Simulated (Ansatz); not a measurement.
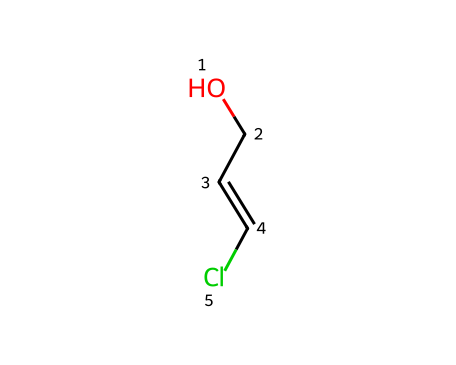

Skeletal drawing with numbered atoms; wedges and dashes mark any stereocentres. The configuration is that of a computed structure (PBE0-D4/def2-TZVP).

Q: Give the R/S and E/Z labels.

A: C3=C4: E.
